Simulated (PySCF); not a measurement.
## A study: C₃HCl, triplet, SMILES `C#C[C]Cl`

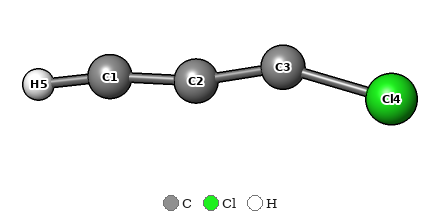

The molecule, with its atoms numbered as below. No frequency check shows the geometry to be a minimum.

Cartesian coordinates (Å):

```
C1       2.5294    0.0448    0.0000
C2       1.2784    0.0156    0.0000
C3       0.0290   -0.2660    0.0000
Cl4     -1.5636    0.0591    0.0000
H5       3.5601    0.2291    0.0000
```

## 1. Bonding charge

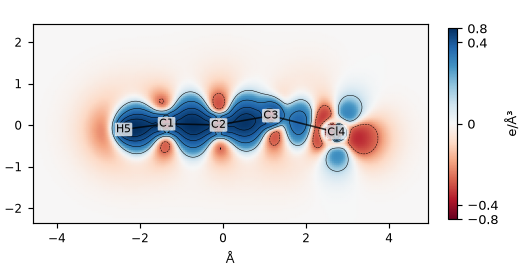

Deformation density (molecule less spherical, spin-averaged free atoms) in the molecular plane; colour scale in e/Å³, logarithmic beyond ±0.1; blue: gain, red: loss.

PySCF calculation, PBE0/def2-TZVP, gas phase; geometry: GFN2-xTB. The stability of the open-shell solution wasn't checked. This spin state may not be the molecule's ground state. GFN2-xTB doesn't know the spin state, so this open-shell geometry is rough.

Describe the bonding that the map shows.

Answer. C1–H5: +0.81 e/Å³ at the bond critical point (bond length 1.05 Å, Mayer order 1.0). C1–C2: +0.80 e/Å³ at the bond critical point (bond length 1.25 Å, Mayer order 2.1). C2–C3: +0.73 e/Å³ at the bond critical point (bond length 1.28 Å, Mayer order 1.9). C3–Cl4: +0.31 e/Å³ at the bond critical point (bond length 1.62 Å, Mayer order 1.3). In all, 1.2 electrons gather in the regions of gain relative to the promolecule.

## 2. Bond critical points

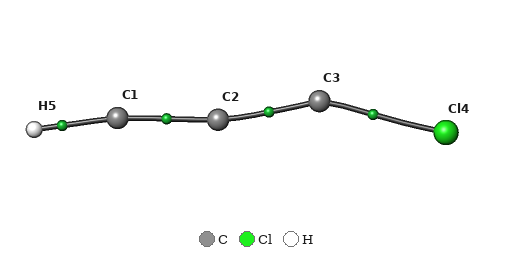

Molecular graph of the electron density (QTAIM): bond paths, bond critical points (green), ring points (magenta, if any); weak paths are dashed.

How many critical points of each kind are there, and does the count close?

Answer. 5 nuclei, 4 bond, 0 ring and 0 cage critical points: 5 − 4 + 0 − 0 = 1, as the Poincaré–Hopf relation requires.

Give the properties at the bond critical points.

Answer.
```tsv
bond	length (Å)	ρ (a.u.)	∇²ρ (a.u.)	ε	H (a.u.)
C1–C2	1.251	0.385	−1.13	0.00	−0.512
C2–C3	1.281	0.362	−1.05	0.06	−0.456
C1–H5	1.047	0.300	−1.14	0.01	−0.326
C3–Cl4	1.625	0.251	−0.48	0.02	−0.229
```

What kind of interaction is C1–H5?

Answer. Shared-shell (covalent): ρ = 0.300, ∇²ρ = −1.14, H = −0.326 a.u.

## 3. Local ionisation energy

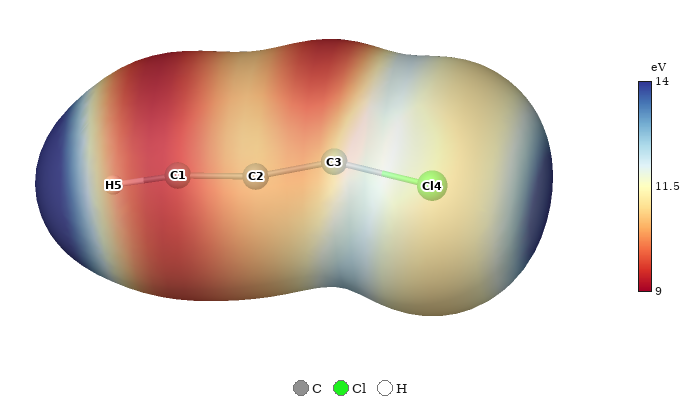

Average local ionisation energy on the surface of electron density 0.001 a.u.

Where are the most loosely bound electrons on this surface?

Answer. The lowest value is 9.1 eV, off the molecular plane, over C1 (2.0 Å), and at like points elsewhere. Further minima include 9.3 eV, 2.0 Å from C3; 11.0 eV, 2.1 Å from Cl4. For comparison, the highest occupied orbital lies at −6.2 eV.

What volume does the surface enclose, and what is the dipole moment?

Answer. About 84 Å³; the dipole moment is 0.5 D.

## 4. Spin density

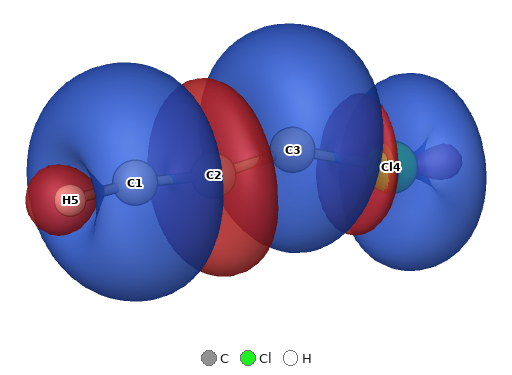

Spin density ρα − ρβ at ±0.01 e/Å³ (blue: excess α, red: excess β).

Give the atomic spin populations that go with this picture.

Answer. Hirshfeld spin populations: C3 +0.88, C1 +0.83, Cl4 +0.26 and H5 +0.07. Spin polarisation leaves negative spin on C2 (−0.04). ⟨S²⟩ = 2.07, against 2.00 for a pure state. The picture also shows regions of β spin from spin polarisation; the Hirshfeld sums, whose atoms overlap, net them against the α spin of neighbours.

## 5. In an electric field

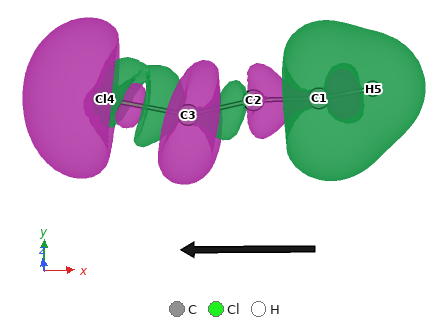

Change of the electron density in a uniform field of 0.41 V/Å along −x (arrow), surfaces at ±0.002 e/Å³ (green: gain, purple: loss).

Method: PBE0/6-31+G*; geometry: GFN2-xTB; program: PySCF. The basis has diffuse s and p functions alone, which still leaves polarisabilities too small, most of all across bonds. The stability of the open-shell solution wasn't checked. This spin state may not be the molecule's ground state. GFN2-xTB doesn't know the spin state, so this open-shell geometry is rough.

How large is the response?

Answer. The induced dipole is 1.85 D (along the field); α along this axis, from the fields in both directions, is 90 bohr³ (13.3 Å³).

Which atoms gain and lose the most charge?

Answer. Electrons gather most on C1 (Hirshfeld charge changes by −0.050 e) and leave Cl4 most (+0.060 e); 0.103 electrons are displaced in all.
